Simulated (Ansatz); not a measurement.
## Electronic structure of H₂Si···CH₄O in real space

Input file:

```
crystal:
  periodic: [false, false, false]
  atoms:
    - { symbol: Si, position_ang: [0.000922, 0.137265, -1.081858] }
    - { symbol: O, position_ang: [0.960502, 0.271341, 1.603562] }
    - { symbol: C, position_ang: [0.10377, -0.381811, 2.547201] }
    - { symbol: H, position_ang: [-0.573397, -1.094328, 2.062606] }
    - { symbol: H, position_ang: [0.691502, -0.893463, 3.320205] }
    - { symbol: H, position_ang: [-0.486844, 0.405603, 3.020264] }
    - { symbol: H, position_ang: [1.452144, -0.417239, 1.09364] }
    - { symbol: H, position_ang: [-1.056589, 1.233022, -0.989018] }
    - { symbol: H, position_ang: [-0.96211, -0.904389, -0.497904] }
basis:
  gaussian: { orbitals: "6-31G*" }
hamiltonian:
  xc: b3lyp
relax:
  f_tol: 0.03
  max_steps: 50
output:
  orbitals: {}
```

Launched as:

```sh
ansatz run input.yaml --threads 1 --pin off --max-ram 2048MiB --backend cpu --events-out ev --progress --plain --runs-dir out
```

The fields are those of the run's last geometry, not of the input's.

Level of theory: RKS B3LYP/6-31G* (Ansatz 0.2.0).

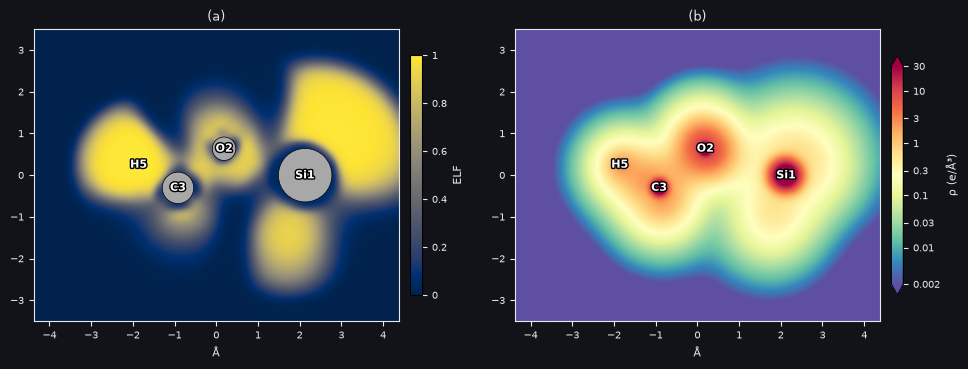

Figure 1. (a) electron localisation function; (b) electron density on the plane of atoms O2, C3 and H5. Grey discs cover the atomic cores in the ELF map.

What do the fields say about this system?

Answer. Atoms in the plane: Si, O, C and H. Si1···O2 (2.05 Å): the density falls to about 0.35 e/Å³ on the way; the ELF peaks at about 0.90 in the valence shell of O, 0.6 Å from its nucleus, and is about 0.50 at the midpoint. C–O (1.45 Å): ρ at the midpoint is about 1.8 e/Å³, with its minimum of 1.5 e/Å³ about 0.5 Å from C; the ELF peaks at about 0.90 between the atoms, as expected for a polar covalent bond. C–H (1.09 Å): ρ is about 2 e/Å³ halfway; the ELF climbs to about 1 towards the hydrogen, as it does in any bond to H: a covalent bond by its length. The ELF also peaks beside Si1, away from the bonds: lone-pair regions.

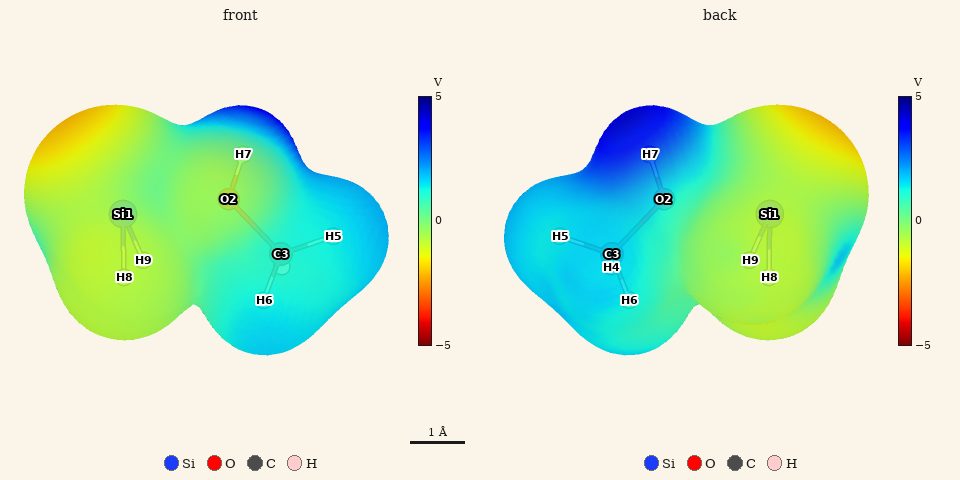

Figure 2. The electrostatic potential painted on the density surface at 0.004 e/bohr³, seen from the front and from behind; the colour scale runs from red (negative) to blue (positive).

Which sites attract a positive test charge, and which a negative one?

Answer. A positive charge is drawn to the negative regions and a negative charge to the positive ones. The most negative region (about −2.1 V, or −48 kcal/mol for a unit charge) lies over Si1, the most positive (about +4.2 V, or +97 kcal/mol for a unit charge) over H7.

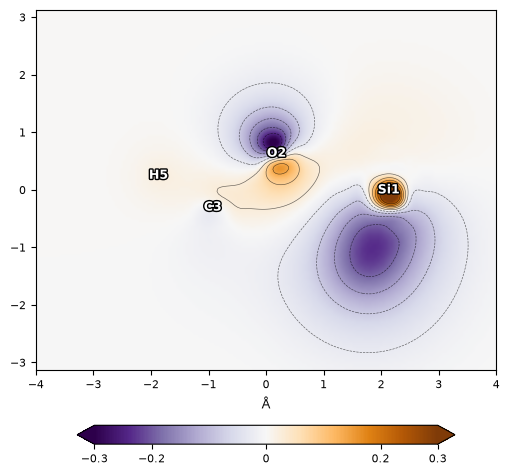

Figure 3. The HOMO−1 on the plane of atoms O2, C3 and H5 (values in Å⁻³ᐟ²; the overall sign is arbitrary).

Where does this orbital lie, and at what energy?

Answer. It lies mainly on Si1 (about 40 %), H9 (about 25 %) and H8 (about 25 %). Its energy is −7.79 eV.

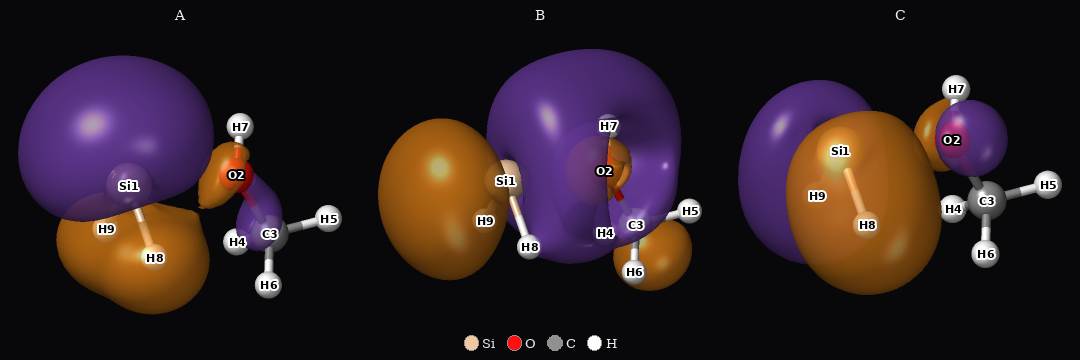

Figure 4. Three frontier orbitals at ±0.08 Å⁻³ᐟ² (orange and purple are the two phases), in no order.

Order the three orbitals by energy and name them.

Answer. C is the HOMO−1 (−7.79 eV). It lies mainly on Si1 (about 40 %), H9 (about 25 %) and H8 (about 25 %). A is the HOMO (−5.20 eV). It lies mainly on Si1 (about 80 %), H9 (about 10 %) and H8 (about 10 %). B is the LUMO (−0.65 eV). By Hirshfeld shares it lies mainly on Si1 (about 55 %), H7 (about 15 %), O2 (about 15 %) and C3 (about 10 %).

What is the HOMO–LUMO gap?

Answer. 4.55 eV between the orbital energies.
